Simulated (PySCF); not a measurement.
Input file:

```
{"job": {"kind": "nmr", "xc": "PBE0", "basis": "pcSseg-1"}, "charge": 0, "multiplicity": 1}
C     -3.397038     1.799124     0.273748
C     -2.096972     1.166026     0.162488
C     -1.006731     0.632451     0.071065
B      0.359753    -0.030655    -0.036143
O      0.908102    -0.441572    -1.218471
C      2.179445    -1.002741    -0.946964
C      2.349743    -0.891659     0.584231
O      1.162023    -0.271605     1.042908
H     -3.421434     2.746181    -0.287581
H     -4.186319     1.148354    -0.134135
H     -3.645706     2.019637     1.323487
H      2.952034    -0.443960    -1.499635
H      2.202508    -2.046739    -1.299000
H      2.459984    -1.875192     1.068907
H      3.218100    -0.275982     0.869641
```

Launched as:

```sh
OMP_NUM_THREADS=1 python probes_run.py task.json out
```

Geometry: PBE0-D3(BJ)/def2-SVP.

Method: PBE0/pcSseg-1, SCF density, gas phase, non-relativistic (PySCF).

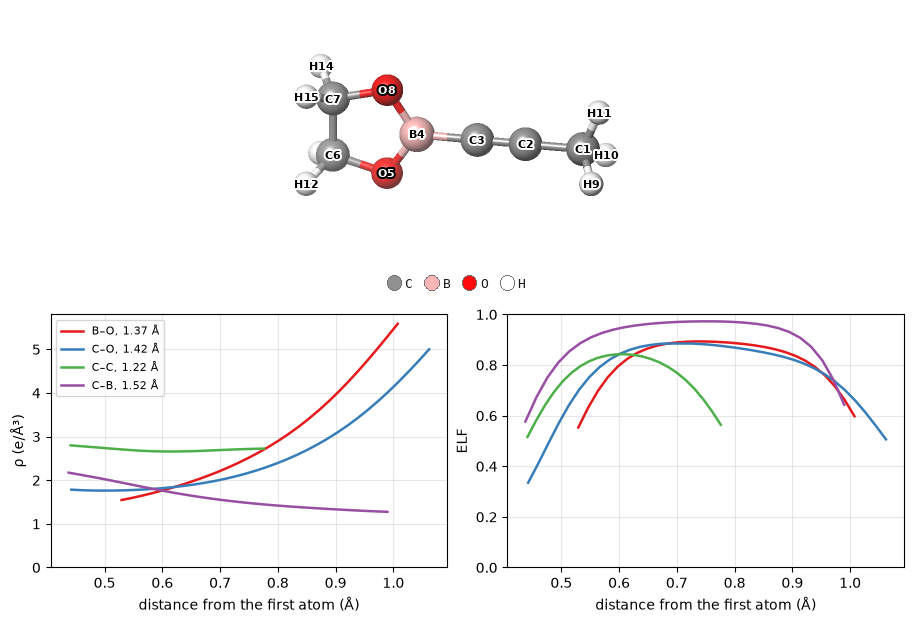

C5H7BO2 (SMILES CC#CB1OCCO1). Total electron density and electron localisation function along straight lines between neighbouring atoms. The curves leave out the atomic cores. The structure is drawn too.

Question: What kind of bonding do the profiles show?

Answer: B–O (1.37 Å): ρ is about 2.1 e/Å³ halfway; the ELF peaks at about 0.90 between the atoms; a polar covalent bond.
C–O (1.42 Å): the density is about 2 e/Å³ at the midpoint, with its minimum of 1.8 e/Å³ about 0.5 Å from C; the ELF peaks at about 0.90 between the atoms (a polar covalent bond).
C–C (1.22 Å): the density is about 2.7 e/Å³ at the midpoint; the ELF peaks at about 0.85 between the atoms; a multiple bond.
C–B (1.52 Å): ρ is about 1.5 e/Å³ halfway; the ELF peaks at about 1 between the atoms, as expected for localised, covalent bonding.
